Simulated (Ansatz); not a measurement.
The parent structure is Pd in the fcc (Cu type) structure (space group Fm-3m, No. 225; a = 3.841 Å; relaxed with 0.1 eV smearing). Axes: x, y, z lie along the cube axes.

Structures relaxed with Ansatz (a quantum-chemistry and plane-wave program) LDA, no SOC.

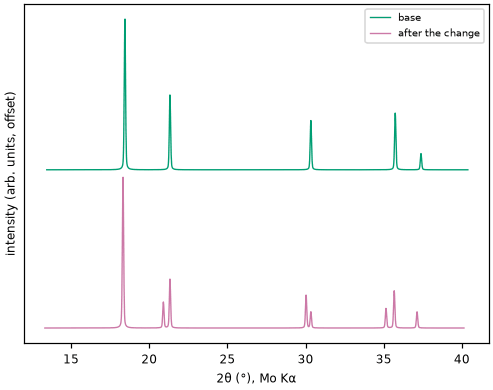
*Simulated powder patterns before (top) and after one change*

Problem. What was done to the base?
A. uniaxial strain ε_zz = −2.50 %
B. uniaxial strain ε_zz = −1.50 %
C. uniaxial strain ε_zz = +2.00 %

Solution. C, uniaxial strain ε_zz = +2.00 %. Its volume per atom is 14.45 Å³ against 14.17 Å³, and its space group is I4/mmm (No. 139).

Whether these cells are dynamically stable was not tested. All final runs are without spin polarisation. Pd lies near a magnetic instability that expansion can trigger; it was not tested.
